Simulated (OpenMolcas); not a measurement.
**How basis sets differ on CH3BO2 (SMILES BC(=O)O)**

The species is CH3BO2 (7 atoms), meant as a singlet with charge 0. SMILES: `BC(=O)O`. Geometry: relaxed at GFN2-xTB. This is one conformer, not always the lowest.

```jsonl
{"atom": "B", "x (Å)": "-0.6173", "y (Å)": "0.9622", "z (Å)": "-0.1777"}
{"atom": "C", "x (Å)": "0.0292", "y (Å)": "-0.4584", "z (Å)": "0.0523"}
{"atom": "O", "x (Å)": "-0.6433", "y (Å)": "-1.4653", "z (Å)": "0.0692"}
{"atom": "O", "x (Å)": "1.3598", "y (Å)": "-0.5078", "z (Å)": "0.2253"}
{"atom": "H", "x (Å)": "-0.7489", "y (Å)": "1.3485", "z (Å)": "-1.2668"}
{"atom": "H", "x (Å)": "-1.0280", "y (Å)": "1.5487", "z (Å)": "0.7395"}
{"atom": "H", "x (Å)": "1.6485", "y (Å)": "-1.4280", "z (Å)": "0.3582"}
```

Each level gives the dipole moment (D). The values are calculated.

```
                                level          kind     program  value (D)  CPU time
                            HF/STO-3G  Hartree–Fock  OpenMolcas       0.85     1.7 s
                             HF/3-21G  Hartree–Fock  OpenMolcas       1.47     1.9 s
                          HF/def2-SVP  Hartree–Fock  OpenMolcas       1.80     4.2 s
HF/6-311+G** (Cholesky decomposition)  Hartree–Fock  OpenMolcas       1.88     6.7 s
```

The values span 0.85 to 1.88 D. Magnitudes only: a small dipole may point the other way at some levels. Sets without polarisation functions give poor dipoles. Times are those of the runs behind each value, whatever else they computed, on shared processors of several kinds: orders of magnitude only.

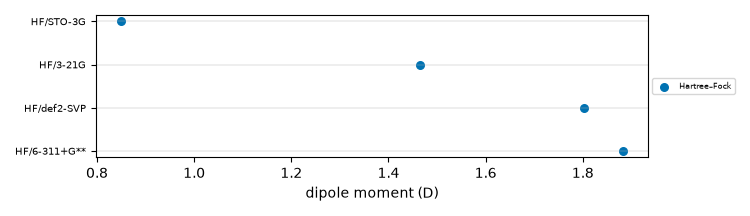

The values of the table, level by level.
